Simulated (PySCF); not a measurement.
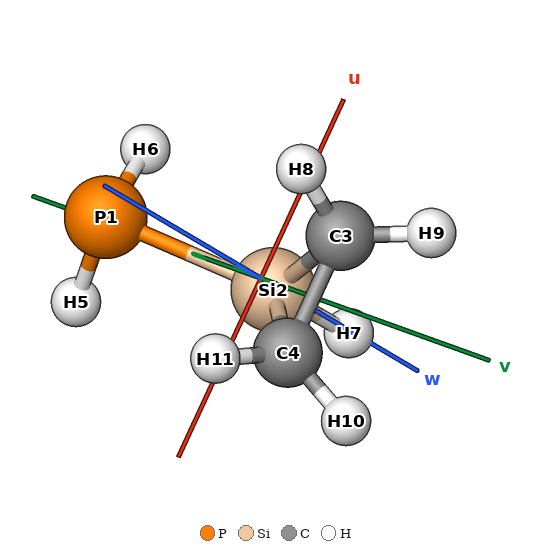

The lines u, v and w are the principal axes of the static dipole polarisability. Computed geometry: GFN2-xTB optimisation. No frequency run is at hand to confirm it as a minimum. Method: B3LYP/def2-SVPD (PySCF 2.14.0).

### Along which axis is the molecule most polarisable, and along which least?

Most along v (close to the long direction P1···C4), least along u (nearly parallel to the C3–C4 bond).

### Give the three principal values.

u 66.7, v 99.9, w 72.8 bohr³; mean 79.8, anisotropy 30.6 bohr³.

The geometry is semi-empirical. Around P, Si such bond lengths and angles can be off by a tenth of an ångström or more and by several degrees, and values that hang on the shape move with them.
